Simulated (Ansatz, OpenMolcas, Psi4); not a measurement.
# A ladder of methods for CH5BClN (SMILES CNBCl)

CH5BClN has 9 atoms, charge 0, and is taken as a singlet. As SMILES, `CNBCl`. The coordinates come from a PBE0-D4/def2-TZVP relaxation. This is one conformer, not always the lowest.

Quantity: the HOMO–LUMO gap, in eV. The values are calculated.

```json
{"level": "HF/def2-SVP (density fitting)", "kind": "Hartree–Fock", "program": "Psi4", "value (eV)": "15.20", "CPU time": "5.4 s"}
{"level": "M06-2X/def2-SVP", "kind": "hybrid meta-GGA", "program": "OpenMolcas", "value (eV)": "10.52", "CPU time": "38 s"}
{"level": "r2SCAN0/def2-SVP", "kind": "hybrid meta-GGA", "program": "Ansatz", "value (eV)": "8.69", "CPU time": "13 s"}
{"level": "CAM-B3LYP/def2-SVP", "kind": "range-separated hybrid", "program": "Ansatz", "value (eV)": "10.79", "CPU time": "6.3 s"}
{"level": "HSE06/def2-SVP", "kind": "range-separated hybrid", "program": "Ansatz", "value (eV)": "7.49", "CPU time": "6.9 s"}
{"level": "wB97X/def2-SVP", "kind": "range-separated hybrid", "program": "Ansatz", "value (eV)": "12.96", "CPU time": "22 s"}
{"level": "B2PLYP/def2-SVP", "kind": "double hybrid", "program": "OpenMolcas", "value (eV)": "10.86", "CPU time": "23 s"}
{"level": "PBE-QIDH/def2-SVP", "kind": "double hybrid", "program": "Ansatz", "value (eV)": "12.42", "CPU time": "8.5 s"}
```

The values span 7.49 to 15.20 eV. Orbital gaps aren't excitation energies, and those of double hybrids come from the SCF part alone. CPU times are rough (shared hosts, several kinds of processor and program).

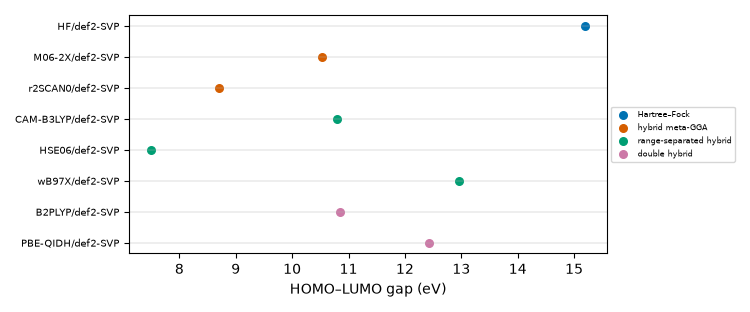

The values of the table, level by level.
